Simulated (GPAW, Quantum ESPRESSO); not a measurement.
The Cu K edge of atom 7 in CdCu2GeSe4 (I-42m), with 4 Se at 2.41 Å (tetrahedral, site symmetry -4), was computed in 2 ways: excited-electron core hole (neutral cell) and no core hole. Program and functional: Quantum ESPRESSO XSpectra, LDA, Lorentzian half width 0.78 eV; cells of 8 atoms.

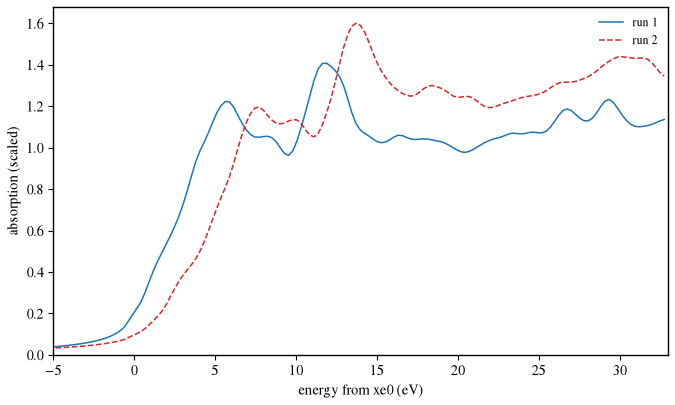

Each run is counted from its own lowest empty level or Fermi level and scaled to a mean of 1 over its first 20 eV.

Which run is which?

Run 1: excited-electron core hole (neutral cell) (area from −2 to 6 eV 4.7, main maxima 5.6 eV (1.22), 11.9 eV (1.41), 26.8 eV (1.19) and 29.4 eV (1.23)). Run 2: no core hole (area from −2 to 6 eV 2.6, main maxima 7.7 eV (1.20), 13.7 eV (1.60) and 18.4 eV (1.30)). With each curve scaled to its own mean, the area from −2 to 6 eV with the hole is 4.7 against 2.6, and the centre of weight from −1 to 20 eV moves by -1.3 eV: the hole pulls the absorber's empty states down.

[Hosts, paths, dates, database ids (printed as entryN), source tags and the programs' standing remarks are cut or masked in the printed files.]

[Lists of maxima count a maximum above −3 eV only where it reaches 4 % of the highest in the window and stands out from its surroundings by 2 % of it (1.5 % where it reaches 55 %); shoulders and weaker maxima are passed over, and of the rest the first, up to two pre-edge ones and the few strongest are named.]
